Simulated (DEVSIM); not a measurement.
Structure: abrupt Si p-n junction, at 300 K.

```tsv
layer (left to right)	material	thickness (μm)	Nd (cm⁻³)	Na (cm⁻³)	τn (s)	τp (s)
1	Si	3.50	-	3.1e18	9.7e-7	9.7e-7
2	Si	2.70	3.9e13	-	9.7e-7	9.7e-7
```

Left contact: ohmic. Right contact: ohmic. Voltage is applied to the left contact. Recombination: SRH at mid-gap, radiative, Auger. Mobility is μmin + (μ − μmin)/(1 + (N/Nref)^α).

The device is made up for the run: typed textbook-type constants, with dimensions and the other settings drawn at random. Values at 300 K.

```
parameter           Si
-------------  -------
gap (eV)         1.124
affinity (eV)     4.05
permittivity      11.7
Nc (cm⁻³)      2.86e19
Nv (cm⁻³)       3.1e19
μn (cm²/Vs)       1417
μp (cm²/Vs)        470
μn,min              52
μp,min              45
Nref,n          9.7e16
Nref,p          2.2e17
αn                0.68
αp                0.72
B (cm³/s)      4.7e-15
Cn (cm⁶/s)     2.8e-31
Cp (cm⁶/s)     9.9e-32
```

DEVSIM, 1D drift-diffusion, Boltzmann statistics, complete ionisation; no tunnelling, impact ionisation, image-force lowering or self-heating.

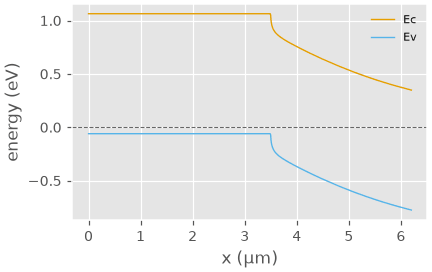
Figure: Band edges at zero bias

Energies count from the Fermi level of the right contact; mesh points crowd at the junctions.

```csv
x (μm),Ec (eV),Ev (eV),n (cm⁻³),p (cm⁻³),field (V/cm)
0.000,1.065,-0.060,< 1e2,3.1e18,≈ 0
0.02590,1.065,-0.060,< 1e2,3.1e18,≈ 0
0.07935,1.065,-0.060,< 1e2,3.1e18,≈ 0
0.1897,1.065,-0.060,< 1e2,3.1e18,≈ 0
0.5379,1.065,-0.060,< 1e2,3.1e18,≈ 0
1.136,1.065,-0.060,< 1e2,3.1e18,≈ 0
2.239,1.065,-0.060,< 1e2,3.1e18,≈ 0
3.035,1.065,-0.060,< 1e2,3.1e18,≈ 0
3.287,1.065,-0.060,< 1e2,3.1e18,≈ 0
3.409,1.065,-0.060,< 1e2,3.1e18,≈ 0
3.469,1.065,-0.060,< 1e2,3.1e18,≈ 0
3.503,1.013,-0.111,270,4.3e17,-59000
3.532,0.938,-0.186,5100,2.3e16,-14000
3.592,0.886,-0.238,37000,3.2e15,-5800
3.781,0.815,-0.309,580000,2.0e14,-2900
4.104,0.730,-0.394,1.5e7,7.6e12,-2500
4.822,0.571,-0.553,7.4e9,1.6e10,-2000
5.529,0.444,-0.680,1.0e12,1.2e8,-1600
5.959,0.381,-0.743,1.1e13,1.0e7,-1400
6.095,0.363,-0.761,2.3e13,5000000,-1300
6.162,0.354,-0.770,3.2e13,3600000,-1300
6.200,0.349,-0.775,3.9e13,3000000,-1300
```
